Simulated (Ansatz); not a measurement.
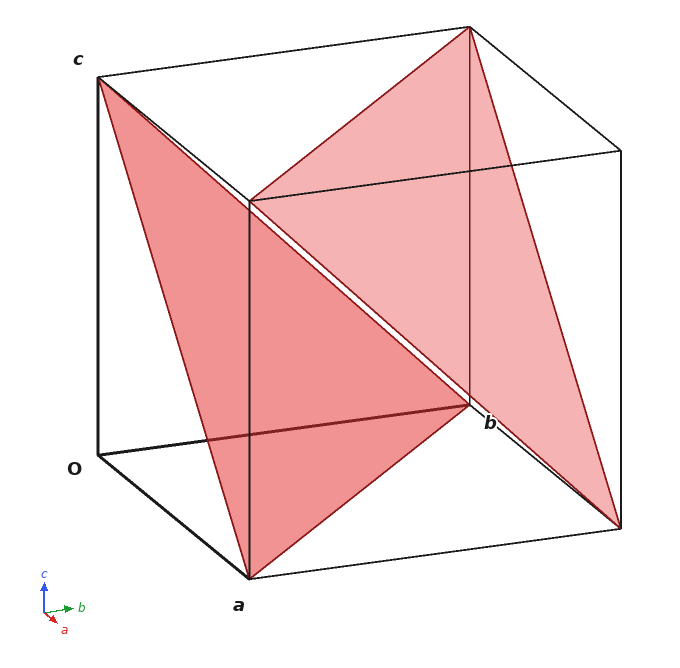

For Ge₃AsN, coordinates from a relaxation with DFT PBE, scalar-relativistic, plane waves, PAW in Ansatz; the starting structure was generated, so it need not be a known form of this composition: every member of one family of equally spaced planes, hx + ky + lz = a whole number, that cuts the unit cell is shaded (one member passes through the origin O, touching the cell only at an edge or corner). The drawing is computed from the coordinates (standard cell, symmetry found to 0.002 Å).

a = 4.451 Å, b = 4.451 Å, c = 4.451 Å, α = 90.00°, β = 90.00°, γ = 90.00°.

**What are the Miller indices?**

(1 1 1); the opposite sign names the same planes. The member next to the origin meets the axes a at 1, b at 1, c at 1.

**What is the spacing?**

d = 2.570 Å.
